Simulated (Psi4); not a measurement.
**AlNH4 (AlH2(NH2)): a chain of runs**

Aim: a geometry optimisation (PBE-D3(BJ)/def2-TZVP), then vibrational wavenumbers, then a single-point energy (MP2/def2-TZVPP) of AlNH4 (AlH2(NH2)). 

Program for the calculation: Psi4 1.11.

## (1) Starting point

The species is AlNH4 (6 atoms), meant as a singlet with charge 0. As SMILES, `[H][Al]([H])[NH2]`. The shape comes from GFN2-xTB, which is rough for such elements, and wasn't checked as a minimum. The run starts from this shape.

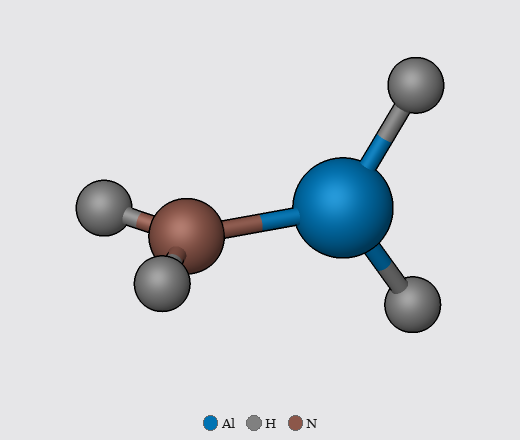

The structure, seen from a chosen angle (aluminium blue, hydrogen grey, nitrogen brown).

## (2) A structure relaxation at PBE-D3(BJ)/def2-TZVP (density fitting) (run 1)

Input file alh4n.xyz:

```xyz
6
AlH4N
Al     0.411220     0.709780     0.004090
H      1.951140     0.754090     0.040220
H     -0.317540     2.068550    -0.020570
N     -0.477760    -0.827010    -0.006690
H     -0.803830    -1.337930    -0.819770
H     -0.763230    -1.367490     0.802720
```

Input file alh4n.py:

```python
import psi4

psi4.set_memory('1600 MB')
psi4.set_num_threads(1)
psi4.set_output_file('output.dat', False)

with open('alh4n.xyz') as f:
    atoms = ''.join(f.readlines()[2:])
m = psi4.geometry('0 1\n' + atoms + 'symmetry c1')

psi4.set_options({
    'basis': 'def2-TZVP',
    'geom_maxiter': 60,
})

e, wfn = psi4.optimize("pbe-d3(bj)", return_wfn=True)
print(f'total energy {e:.8f} hartree = {e * 27.211386:.5f} eV')
print(m.to_string(dtype='xyz', units='Angstrom'))
```

Run with:

```bash
$ python alh4n.py
```

output.dat:

```text
[...]
  Running in c1 symmetry.
[...]
  Nuclear repulsion =   52.497281297986149
[...]
  Multiplicity = 1
[...]
  Nalpha       = 12
  Nbeta        = 12
[...]
    Number of basis functions: 92
[...]
   @DF-RKS iter   1:  -298.95101597756718   -7.70572e-02   1.14289e-02 ADIIS/DIIS
[...]
   @DF-RKS iter   6:  -299.42635128670025   -1.76215e-12   1.46729e-09 DIIS
[...]
    Orbital Energies [Eh]
    ---------------------
    Doubly Occupied:
       1A    -55.350192     2A    -13.959616     3A     -3.912387
       4A     -2.520015     5A     -2.511549     6A     -2.511081
       7A     -0.750105     8A     -0.428923     9A     -0.390917
      10A     -0.301883    11A     -0.258390    12A     -0.227002
[...]
  @DF-RKS Final Energy:  -299.42635128670025
   => Energetics <=
    Nuclear Repulsion Energy =             52.1682823414983403
    One-Electron Energy =                -517.8585022236570694
    Two-Electron Energy =                 193.1040543035317967
    DFT Exchange-Correlation Energy =     -26.8377202109615602
    Empirical Dispersion Energy =          -0.0024654971117665
    VV10 Nonlocal Energy =                  0.0000000000000000
    Total Energy =                       -299.4263512867002532
[...]
  -Total Gradient:
     Atom            X                  Y                   Z
    ------   -----------------  -----------------  -----------------
       1        0.000094824690     0.000126116082    -0.000088786515
       2       -0.000012899331    -0.000038840202     0.000032764172
       3       -0.000055700966    -0.000022852497     0.000025031158
       4       -0.000026449286    -0.000139646094     0.000040282868
       5        0.000009266055     0.000065045270    -0.000018253431
       6        0.000002233565     0.000029753724     0.000009060930
[...]
```

On the terminal:

```text
Optimizer: Optimization complete!
total energy -299.42635129 hartree = -8147.80602 eV
6
0 1 AlH4N
Al                    0.314315342050     0.541964509496     0.002688660595
H                     1.791134587593     0.533139418100     0.597932236395
H                    -0.426940621727     1.823467847013    -0.583554128844
N                    -0.578524699008    -0.997946833602    -0.005049743217
H                    -1.523660125045    -1.118391122658    -0.357293929185
H                    -0.217173958246    -1.881892287307     0.341097776425
```

Run time: 32 s. Hardware: 1 thread of Intel Xeon 6975P-C (Granite Rapids), shared host; peak memory 0.58 GiB.

The path in brief:

| step | energy from the first frame kept (eV) | largest force (eV/Å) |
| --- | --- | --- |
| 0 | 0.0000 | 0.8278 |
| 1 | -0.0550 | 0.2258 |
| 2 | -0.0615 | 0.0931 |
| 3 | -0.1736 | 1.6045 |
| 4 | -0.4111 | 1.9118 |
| 5 | -0.5062 | 1.2143 |
| 6 | -0.5705 | 0.1300 |
| 7 | -0.5738 | 0.1396 |
| 8 | -0.5746 | 0.0106 |
| 9 | -0.5747 | 0.0093 |

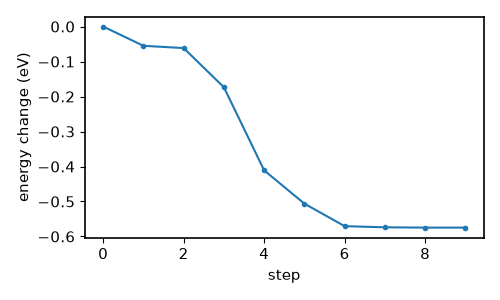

Energy along the run.

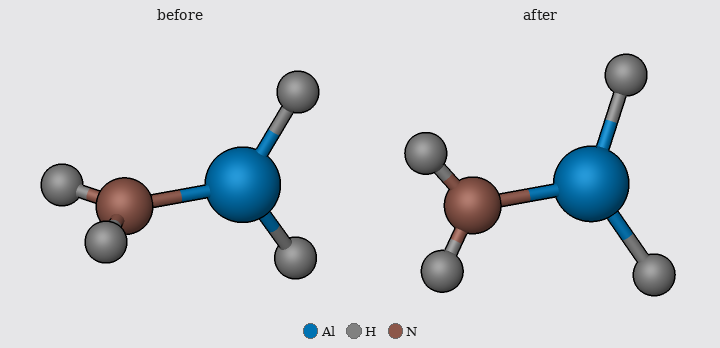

Before and after, at one scale.

After the run. Bond lengths: Al1–N4 1.780 Å, Al1–H2 1.592 Å, Al1–H3 1.592 Å, N4–H5 1.016 Å, N4–H6 1.016 Å. Angles: Al1–N4–H5 124.8°, Al1–N4–H6 125.0°, H2–Al1–N4 117.5°, H3–Al1–N4 117.5°, H5–N4–H6 110.2°, H2–Al1–H3 125.0°.

## (3) The harmonic vibrations at PBE-D3(BJ)/def2-TZVP (density fitting) (run 2)

Input file run.py:

```python
import psi4

psi4.set_memory('1600 MB')
psi4.set_num_threads(1)
psi4.core.set_output_file('run.log', False)

molecule = psi4.geometry("""
0 1
Al     0.78171356     1.34691741     0.00589028
H      3.57249700     1.33024058     1.13073841
H     -0.61905727     3.76860711    -1.10194844
N     -0.90550952    -1.56309452    -0.00873242
H     -2.69155771    -1.79070070    -0.67437711
H     -0.22265698    -3.23350848     0.64539060
units au
symmetry c1
""")

psi4.set_options({
    'basis': 'def2-TZVP',
    't': 298.15,
    'rotational_symmetry_number': 2,
})

E, wfn = psi4.frequencies("pbe-d3bj", return_wfn=True)
print(f'pbe-d3bj energy: {E:.10f} Eh')
print('wavenumbers / cm^-1:', wfn.frequencies().np.round(1))
```

Run with:

```bash
$ python run.py
```

run.log:

```text
[...]
  Running in c1 symmetry.
[...]
  Nuclear repulsion =   52.168275010774657
[...]
  Multiplicity = 1
[...]
  Nalpha       = 12
  Nbeta        = 12
[...]
    Number of basis functions: 92
[...]
   @DF-RKS iter   1:  -298.97114316837286   -1.09760e-01   1.13724e-02 DIIS/ADIIS
[...]
   @DF-RKS iter  11:  -299.42635056572612   -1.14824e-11   6.37650e-09 DIIS
[...]
  @DF-RKS Final Energy:  -299.42635056572612
   => Energetics <=
    Nuclear Repulsion Energy =             52.1737512398275882
    One-Electron Energy =                -517.8684121752057763
    Two-Electron Energy =                 193.1090424305513693
    DFT Exchange-Correlation Energy =     -26.8382665273738326
    Empirical Dispersion Energy =          -0.0024655335254723
    VV10 Nonlocal Energy =                  0.0000000000000000
    Total Energy =                       -299.4263505657261248
[...]
  -Total Gradient:
     Atom            X                  Y                   Z
    ------   -----------------  -----------------  -----------------
       1        0.000098860603     0.000133963426    -0.000088900792
       2       -0.000016336775    -0.000036544715     0.000045279150
       3       -0.000051818060    -0.000024521340     0.000012527289
       4       -0.000280782032    -0.000566063461     0.000035011119
       5        0.000524907235     0.000048582899     0.000215934818
       6       -0.000263545709     0.000464172260    -0.000219752256
[...]
  ==> Harmonic Vibrational Analysis <==
[...]
  Freq [cm^-1]                 407.8023            410.7864            494.9115
[...]
  Freq [cm^-1]                 580.9315            716.2499            727.9481
[...]
  Freq [cm^-1]                 804.6649           1520.0334           1882.0099
[...]
  Freq [cm^-1]                1892.5638           3494.3188           3584.4811
[...]
```

Standard output:

```text
Warning: used thermodynamics relations inappropriate for low-frequency modes: ['407.8023' '410.7864' '494.9115' '580.9315']
pbe-d3bj energy: -299.4263512864 Eh
wavenumbers / cm^-1: [ 407.8  410.8  494.9  580.9  716.2  727.9  804.7 1520.  1882.  1892.6
 3494.3 3584.5]
```

It took 2 min on 1 thread of Intel Xeon 6975P-C (Granite Rapids), shared host; peak memory 0.57 GiB.

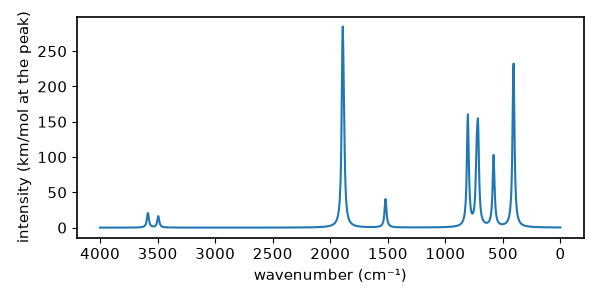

Harmonic infrared spectrum, unscaled, lines broadened by 10 cm⁻¹.

## (4) The energy at MP2/def2-TZVPP (density fitting, density fitting for correlation) (run 3)

Input file alh4n.in:

```
memory 1.6 GB

molecule mol {
  Al     0.413665     0.712758     0.003117
  H      1.890484     0.703933     0.598361
  H     -0.327591     1.994261    -0.583126
  N     -0.479175    -0.827154    -0.004621
  H     -1.424311    -0.947598    -0.356865
  H     -0.117825    -1.711099     0.341526
  units angstrom
}

set basis def2-TZVPP
set num_frozen_docc 6

e_tot, wfn = energy('mp2', return_wfn=True)
print_variables()
```

Run with:

```bash
$ psi4 alh4n.in alh4n.out -n 1
```

alh4n.out:

```text
[...]
  Running in c1 symmetry.
[...]
  Nuclear repulsion =   52.168274968043505
[...]
  Multiplicity = 1
[...]
  Nalpha       = 12
  Nbeta        = 12
[...]
    Number of basis functions: 129
[...]
   @DF-RHF iter   1:  -298.63787652357365   -7.91357e-01   4.01037e-03 ADIIS/DIIS
[...]
   @DF-RHF iter  10:  -298.75370671473644   -5.30918e-11   8.51552e-09 DIIS
[...]
    Orbital Energies [Eh]
    ---------------------
    Doubly Occupied:
       1A    -58.456067     2A    -15.526065     3A     -4.872253
       4A     -3.188181     5A     -3.185904     6A     -3.185578
       7A     -1.101388     8A     -0.634042     9A     -0.596954
      10A     -0.482025    11A     -0.423841    12A     -0.399373
[...]
  @DF-RHF Final Energy:  -298.75370671473644
   => Energetics <=
    Nuclear Repulsion Energy =             52.1682749680435052
    One-Electron Energy =                -517.7406198362023133
    Two-Electron Energy =                 166.8186381534223131
    Total Energy =                       -298.7537067147364951
[...]
 Multipole Moments:
 ------------------------------------------------------------------------------------
     Multipole            Electronic (a.u.)      Nuclear  (a.u.)        Total (a.u.)
 ------------------------------------------------------------------------------------
 L = 1.  Multiply by 2.5417464519 to convert [e a0] to [Debye]
 Dipole X            :          0.4373763           -0.6429118           -0.2055356
 Dipole Y            :          0.7466020           -1.1031568           -0.3565548
 Dipole Z            :          0.0002608           -0.0041830           -0.0039222
 Magnitude           :                                                    0.4115721
[...]
```

It took 1.9 s on 1 thread of Intel Xeon 6975P-C (Granite Rapids), shared host; peak memory 0.24 GiB.

## (5) What came out

| quantity | value |
| --- | --- |
| run 1, PBE-D3(BJ)/def2-TZVP: total energy at the end | -299.42635 Eh |
| run 1, PBE-D3(BJ)/def2-TZVP: dipole moment | 1.34 D |
| run 1, PBE-D3(BJ)/def2-TZVP: HOMO energy | -6.18 eV |
| run 1, PBE-D3(BJ)/def2-TZVP: LUMO energy | -1.41 eV |
| run 1, PBE-D3(BJ)/def2-TZVP: HOMO–LUMO gap | 4.76 eV |
| run 1, PBE-D3(BJ)/def2-TZVP: dispersion energy | -6.47 kJ/mol |
| run 2, PBE-D3(BJ)/def2-TZVP: lowest harmonic wavenumber | 408 cm⁻¹ |
| run 2, PBE-D3(BJ)/def2-TZVP: highest harmonic wavenumber | 3584 cm⁻¹ |
| run 2, PBE-D3(BJ)/def2-TZVP: zero-point energy | 98.8 kJ/mol |
| run 2, PBE-D3(BJ)/def2-TZVP: ideal-gas entropy at 298.15 K (symmetry number 2 as used) | 60.4 cal/(mol K) |
| run 3, MP2/def2-TZVPP: total energy | -299.06022 Eh |
| run 3, MP2/def2-TZVPP: HOMO energy (Hartree–Fock orbitals) | -10.87 eV |
| run 3, MP2/def2-TZVPP: LUMO energy (Hartree–Fock orbitals) | 1.92 eV |
| run 3, MP2/def2-TZVPP: HOMO–LUMO gap (Hartree–Fock orbitals) | 12.79 eV |
| run 3, MP2/def2-TZVPP: correlation energy (6 core orbitals frozen) | -306.5 mEh |

What this shows: The optimisation (run 1, PBE-D3(BJ)/def2-TZVP) took 10 steps and changed the energy by -0.575 eV. All 12 modes (run 2, PBE-D3(BJ)/def2-TZVP) are real, so the shape is a minimum at this level.
